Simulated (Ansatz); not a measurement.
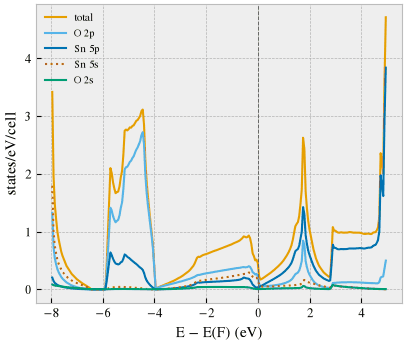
Fig. 1. Total and projected density of states of SnO (zinc blende, F-43m), DFT-r²SCAN in the program Ansatz with PAW potentials

Task: Which orbitals carry the states next to the Fermi level?

Result: Within 0.5 eV of the Fermi level: O 2p 41 %, Sn 5s 31 %, Sn 5p 22 %. Projections are on Löwdin-orthogonalised atomic valence shells; empty p or d shells of many metals are not among them.

The start of the workflow was typed in or built on a structure type; neither database checked (COD, Materials Project) lists it. It is not the phase usual at ambient conditions (space group No. 129). The cell was relaxed with r²SCAN under the symmetry of its start. At this level the phase is mechanically unstable. The volume moved by 18 % from the start of the relaxation. Spin–orbit coupling is left out wherever it is not named.

Potentials: the later of the program's two PAW sets.
